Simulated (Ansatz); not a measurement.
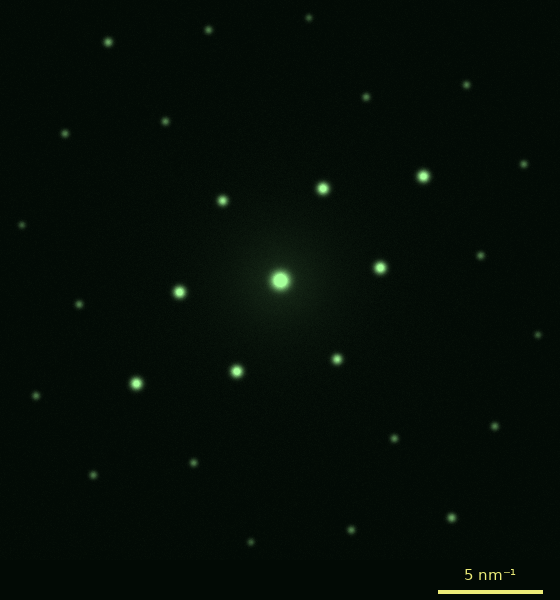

The pattern is a kinematic simulation for 200 kV electrons (no multiple scattering; isotropic B = 0.5 Å²).

> Read the repeat vectors of the pattern off the scale bar.

The spots form a centred rectangular net whose two shortest vectors correspond to d = 2.12 Å and 2.05 Å, 61.1° apart.

> What is the point symmetry of the pattern, intensities included?

2mm.

> Which crystal and zone produced it?

This cannot be fixed from one zone alone; the pattern is [101] of C, space group P6_3/mmc (No. 194), a = 2.45 Å, c = 8.06 Å (hexagonal axes). The net vectors are 0 1 0 and 1 0 -1. Structure: coordinates from a relaxation at fixed volume with Ansatz, DFT HSE06, scalar-relativistic, plane waves, PAW.
